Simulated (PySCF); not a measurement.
## Electronic structure of C₂H₅Cl₃Si (SiEtCl3) in real space

```tsv
atom	x (Å)	y (Å)	z (Å)
Si	-0.2646	-0.4488	-1.3020
C	-0.2672	-0.4176	0.5536
C	0.4912	0.7594	1.1594
H	0.1604	-1.3815	0.8803
H	-1.3239	-0.4247	0.8720
H	0.4573	0.7273	2.2586
H	1.5491	0.7499	0.8566
H	0.0621	1.7205	0.8379
Cl	1.6643	-0.4894	-2.0094
Cl	-1.1801	1.2242	-2.0677
Cl	-1.2505	-2.1048	-2.0084
```

Geometry: PBE0-D3(BJ)/def2-SVP.

Method: PySCF, PBE0/pcSseg-1, SCF density, gas phase, non-relativistic.

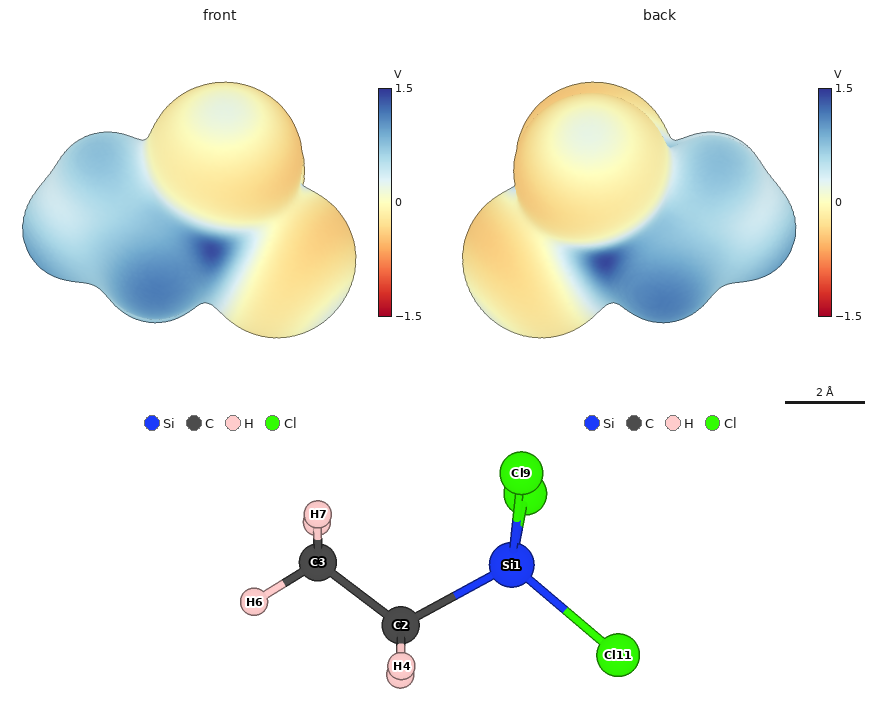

Figure 1. The molecular electrostatic potential painted on the density surface at 0.002 e/bohr³, seen from the front and from behind; red is negative and blue positive. The bare structure is drawn below in the same view.

**Describe the electrostatic potential map.**

The most negative region (about −0.4 V, or −9 kcal/mol for a unit charge) lies over Cl9, Cl10 and Cl11, the most positive (about +1.3 V, or +30 kcal/mol for a unit charge) over Si1. Cl11 shows a σ-hole: about +0.2 V at the tip opposite its bond, against about −0.2 V on its flanks.

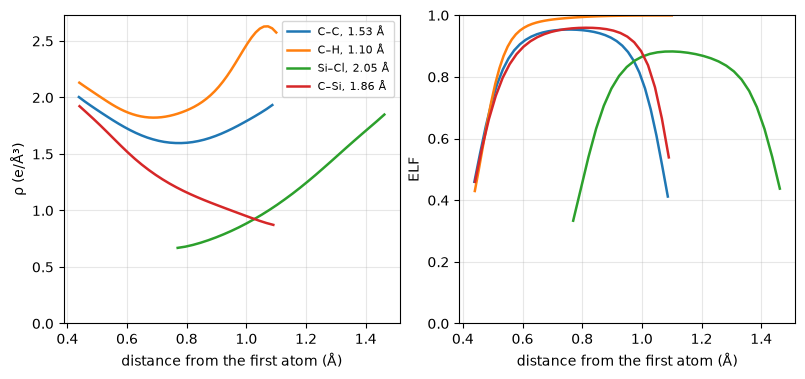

Figure 2. Electron density and ELF along straight lines between neighbouring atoms. The curves leave out the atomic cores.

**Compare the contacts.**

C–C (1.53 Å): ρ is about 1.6 e/Å³ halfway; the ELF peaks at about 0.95 between the atoms: a covalent bond.
C–H (1.10 Å): ρ is about 1.9 e/Å³ halfway; the ELF climbs to about 1 towards the hydrogen, as it does in any bond to H; an ordinary covalent bond to hydrogen.
Si–Cl (2.05 Å): ρ is about 0.92 e/Å³ halfway; the ELF peaks at about 0.90 between the atoms, as expected for a shared but strongly polarised pair.
C–Si (1.86 Å): ρ at the midpoint is about 1 e/Å³; the ELF peaks at about 0.95 between the atoms, as expected for a covalent bond.
